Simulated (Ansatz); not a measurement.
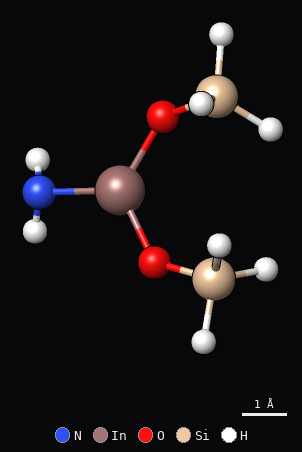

Starting structure of InSi₂NH₈O₂. The picture is a ball-and-stick view, seen at a tilt.

The start comes from GFN2-xTB.

Computed with RKS PBE0-D4/def2-TZVP in Ansatz.

Input
```yaml
crystal:
  periodic: [false, false, false]
  atoms:
    - {symbol: N, position_ang: [-3.228330, 0.498560, 0.751140]}
    - {symbol: In, position_ang: [-1.258670, 0.242760, 0.233490]}
    - {symbol: O, position_ang: [-0.683830, -1.370580, -0.716550]}
    - {symbol: Si, position_ang: [0.724290, -1.960410, -1.251410]}
    - {symbol: O, position_ang: [0.129560, 1.515070, 0.778880]}
    - {symbol: Si, position_ang: [1.742980, 1.468630, 0.880810]}
    - {symbol: H, position_ang: [-3.808780, 0.083640, 0.026830]}
    - {symbol: H, position_ang: [-3.437410, 1.493290, 0.777700]}
    - {symbol: H, position_ang: [1.704620, -2.101340, -0.163380]}
    - {symbol: H, position_ang: [1.278240, -1.102210, -2.314020]}
    - {symbol: H, position_ang: [0.282750, -3.255160, -1.778270]}
    - {symbol: H, position_ang: [2.184760, 0.424170, 1.820940]}
    - {symbol: H, position_ang: [2.010040, 2.817520, 1.390220]}
    - {symbol: H, position_ang: [2.359780, 1.246060, -0.436380]}
basis:
  gaussian: {orbitals: def2-TZVP}
hamiltonian: {xc: pbe0, dispersion: d4}
relax: {f_tol: 0.005, max_steps: 150}
```

Launched with:
```bash
ansatz run in.yaml --threads 4 --pin off --events-out ev --progress --plain --max-ram 11315MiB
```

Predict the outcome.

The atom that moves furthest after the best rigid fit is O5 (0.31 Å). Largest moves by element: O 0.31 Å, H 0.25 Å, N 0.10 Å, In 0.08 Å, Si 0.07 Å. Near-neighbour distances that change, for instance: N1–In2 2.053 → 1.996 Å, Si4–H10 1.474 → 1.490 Å, O3–Si4 1.618 → 1.630 Å, In2–O3 1.959 → 1.969 Å. Bond angles that change, for instance: O3–Si4–H11 100.3° → 109.0°, In2–N1–H7 108.5° → 115.0°, H9–Si4–H11 112.4° → 108.5°. Groups turn about O5–Si6 by about 30°, O3–Si4 by about 20°. The energy falls by 19.4 kJ/mol in 12 geometry steps. The largest force component goes from 0.97 to 0.0041 eV/Å.

Final geometry:

```xyz
14

N    -3.2631    0.5292    0.6620
In   -1.3351    0.2546    0.2225
O    -0.7128   -1.2481   -0.8876
Si    0.7092   -1.9310   -1.2971
O     0.0959    1.3365    1.0348
Si    1.7198    1.4368    0.9401
H    -3.9124    0.1878   -0.0329
H    -3.5132    1.4744    0.9172
H     1.6858   -1.8817   -0.1697
H     1.3234   -1.2395   -2.4652
H     0.4771   -3.3557   -1.6573
H     2.3753    0.5088    1.9033
H     2.1403    2.8281    1.2590
H     2.2099    1.0998   -0.4290
```

After the run, drawn alike:

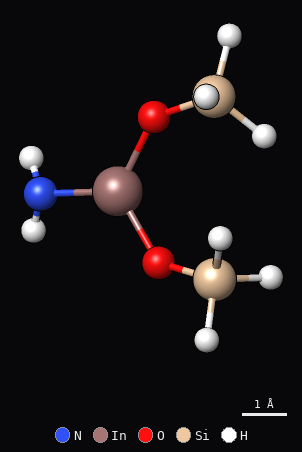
